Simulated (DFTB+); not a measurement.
## C2H3GeO: geometry relaxation

System: C2H3GeO, multiplicity 2.
Method: GFN2-xTB, R-SCC, dispersion built in (DFTB+ 25.1).

The geometry comes from this level: GFN2-xTB.

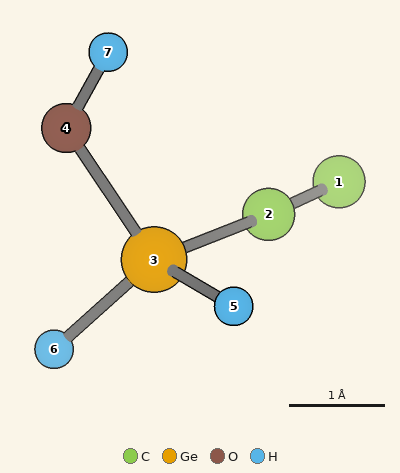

The structure as given in the input (ball-and-stick view, seen at a tilt; atoms are numbered from 1 in the order of the input). Sticks mark near contacts. Bond lengths as drawn: C–C 1.20 Å, C–Ge 1.93 Å, Ge–H 1.50 to 1.51 Å, Ge–O 1.73 Å and H–O 0.96 Å.

**Input file (dftb_in.hsd)**
```
# GFN2-XTB geometry optimisation
Geometry = GenFormat {
  7 C
  C Ge O H
     1  1      0.188480     -2.337350      1.325160
     2  1      0.199110     -1.218980      0.894510
     3  2      0.179390      0.553290      0.136580
     4  3     -0.918870      0.601050     -1.195920
     5  4      1.586090      0.868470     -0.321300
     6  4     -0.426950      1.531270      1.092670
     7  4     -0.807250      0.002250     -1.931700
}
Driver = GeometryOptimisation {
  Optimiser = Rational {}
  MaxSteps = 200
  Convergence = {
    GradElem = 0.001
  }
  AppendGeometries = Yes
}
Hamiltonian = xTB {
  Method = "GFN2-xTB"
  Charge = 0
  SCCTolerance = 1e-08
  Filling = Fermi {
    Temperature [Kelvin] = 300
  }
  SpinPolarisation = Colinear {
    UnpairedElectrons = 1
  }
  SpinConstants = {
    ShellResolvedSpin = No
    C = 0.0
    Ge = 0.0
    O = 0.0
    H = 0.0
  }
}
Analysis = {
  PrintForces = Yes
}
Options = {
  WriteResultsTag = Yes
}
InputVersion = 25.1
```

Machine: 1 thread of Intel Xeon (Granite Rapids), 32 GiB of memory available, shared host.

Run as:
```bash
dftb+ > output.log
```

**Log**
```
|  DFTB+ development version (commit: a23bfb2)

Reading input file 'dftb_in.hsd'
Parser version: 14

--------------------------------------------------------------------------------

Processed input in HSD format written to 'dftb_pin.hsd'

Starting initialization...
--------------------------------------------------------------------------------
OpenMP threads:              1
Chosen random seed:          184670988
Current stacksize:           unlimited
Mode:                        Geometry optimisation relaxation
Self consistent charges:     Yes
SCC-tolerance:                 0.100000E-07
Max. scc iterations:                    100
Shell resolved Hubbard:      Yes
Spin polarisation:           Yes
Nr. of up electrons:            11.000000
Nr. of down electrons:          10.000000
Periodic boundaries:         No
Electronic solver:           Relatively robust
Mixer:                       Broyden mixer
Mixing parameter:                  0.200000
Nr. of chrg. vec. in memory:            100
Max. SCC-cycles:                        100
Max. nr. of geometry steps:             200
tblite library version:      0.3.0
-> parametrization:          GFN2-xTB
-> repulsion:                Yes
-> dispersion:               Yes
-> halogen bonding:          No
-> electrostatics:           Yes
   -> isotropic:             Yes
   -> anisotropic:           Yes
   -> third-order:           Yes
Electronic temperature:              0.950045E-03 H      0.258520E-01 eV
Initial charges:             Set automatically (system chrg:   0.000E+00)
Included shells:             C:  s, p
                            Ge:  s, p, d
                             O:  s, p
                             H:  s
Spin coupling constants:     C   1(s)-1(s):   0.000000E+00
                             C   1(s)-2(p):   0.000000E+00
                             C   2(p)-1(s):   0.000000E+00
                             C   2(p)-2(p):   0.000000E+00
                             Ge  1(s)-1(s):   0.000000E+00
                             Ge  1(s)-2(p):   0.000000E+00
                             Ge  1(s)-3(d):   0.000000E+00
                             Ge  2(p)-1(s):   0.000000E+00
                             Ge  2(p)-2(p):   0.000000E+00
                             Ge  2(p)-3(d):   0.000000E+00
                             Ge  3(d)-1(s):   0.000000E+00
                             Ge  3(d)-2(p):   0.000000E+00
                             Ge  3(d)-3(d):   0.000000E+00
                             O   1(s)-1(s):   0.000000E+00
                             O   1(s)-2(p):   0.000000E+00
                             O   2(p)-1(s):   0.000000E+00
                             O   2(p)-2(p):   0.000000E+00
                             H   1(s)-1(s):   0.000000E+00
Extra options:
                             Mulliken analysis
                             Force calculation
Force type                   original

--------------------------------------------------------------------------------

***  Geometry step: 0

 iSCC Total electronic   Diff electronic      SCC error
    1   -0.11697439E+02    0.00000000E+00    0.10998824E+01
    2   -0.96206941E+01   -0.11697439E+02    0.30436266E+01
    3   -0.11532702E+02    0.20767447E+01    0.69789493E+00
    4   -0.11762886E+02   -0.19120076E+01    0.17731618E+00
    5   -0.11781984E+02   -0.23018456E+00    0.15419526E+00
    6   -0.11783040E+02   -0.19098110E-01    0.10344949E+00
    7   -0.11783673E+02   -0.10552554E-02    0.16146124E-01
    8   -0.11783819E+02   -0.63377320E-03    0.13300811E-01
    9   -0.11783810E+02   -0.14566579E-03    0.16407613E-01
   10   -0.11783856E+02    0.91565141E-05    0.34337677E-02
   11   -0.11783856E+02   -0.45900917E-04    0.15419610E-02
   12   -0.11783857E+02   -0.26468752E-06    0.24196006E-03
   13   -0.11783858E+02   -0.66574629E-06    0.10578001E-03
   14   -0.11783859E+02   -0.16416284E-05    0.11543433E-04
   15   -0.11783859E+02   -0.57398456E-06    0.99084258E-05
   16   -0.11783859E+02   -0.25523832E-06    0.33974625E-05
   17   -0.11783859E+02   -0.11556669E-07    0.44664925E-06
   18   -0.11783859E+02   -0.20289789E-07    0.51833165E-07
   19   -0.11783859E+02    0.10135413E-08    0.32539757E-07
   20   -0.11783859E+02    0.55042193E-10    0.23830651E-08

Total Energy:                      -11.6307364276 H         -316.4884 eV
Extrapolated to 0K:                -11.6307364276 H         -316.4884 eV
Total Mermin free energy:          -11.6307364276 H         -316.4884 eV
Force related energy:              -11.6307364276 H         -316.4884 eV

total energy  -1.1630736E+01 H       energy change -1.1630736E+01 H
gradient norm  7.2067128E-04 H/a0    max. gradient  3.8498540E-04 H/a0
step length    0.0000000E+00 a0      max. step      0.0000000E+00 a0

Geometry converged

--------------------------------------------------------------------------------
--------------------------------------------------------------------------------
SCC                                    +       0.02 ( 84.6%)       0.01 ( 83.3%)
--------------------------------------------------------------------------------
Missing                                +       0.00 ( 15.4%)       0.00 ( 16.7%)
Total                                  =       0.02 (100.0%)       0.02 (100.0%)
--------------------------------------------------------------------------------
```

**Results in brief**

```csv
quantity,value
outcome,converged
Mermin free energy,−11.630736 hartree
basis functions,24
largest force,0.022 eV/Å
dipole moment,1.98 D
peak memory,0.071 GiB
```

**Remarks**

Settings chosen away from the usual ones: gtol. Further notes kept with the run: no spin polarisation.
